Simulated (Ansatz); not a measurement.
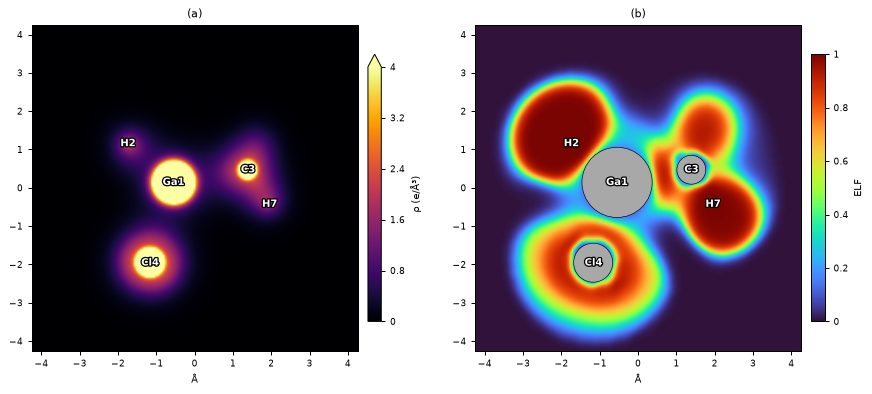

CH$_{4}$ClGa···CH$_{4}$. (a) electron density; (b) ELF on the plane of atoms H2, Ga1 and Cl4. Grey discs cover the atomic cores in the ELF map.

All numbers below come from Ansatz, RKS B3LYP/def2-SVP.

```xyz
12

Ga   -1.0235    0.3273    1.1036
H    -1.1347    1.8893    1.1318
C     0.3744   -0.8549    1.8250
Cl   -2.7548   -0.6623    0.2046
H     0.6431    1.3158   -1.3025
C     0.5224    0.5048   -2.0372
H     0.2837   -1.8691    1.4099
H     0.2629   -0.9141    2.9212
H     1.3776   -0.4550    1.6096
H     0.5591    0.9388   -3.0467
H    -0.4472    0.0037   -1.8992
H     1.3371   -0.2242   -1.9203
```

### What does the map show?

Atoms in the plane: Ga, H, C and Cl. C–Ga (1.97 Å): the density is about 0.79 e/Å³ at the midpoint; the ELF peaks at about 0.90 in the valence shell of C, 0.7 Å from its nucleus, and is about 0.60 at the midpoint. Ga–Cl (2.19 Å): the density is about 0.63 e/Å³ at the midpoint; the ELF peaks at about 0.85 in the valence shell of Cl, 0.8 Å from its nucleus, and is about 0.55 at the midpoint. C–H (1.10 Å): ρ at the midpoint is about 1.9 e/Å³; the ELF climbs to about 1 towards the hydrogen, as it does in any bond to H; a covalent bond by its length. Ga–H (1.57 Å): the density is about 0.96 e/Å³ at the midpoint; the ELF climbs to about 1 towards the hydrogen. The ELF also peaks beside Cl4, away from the bonds: lone-pair regions.
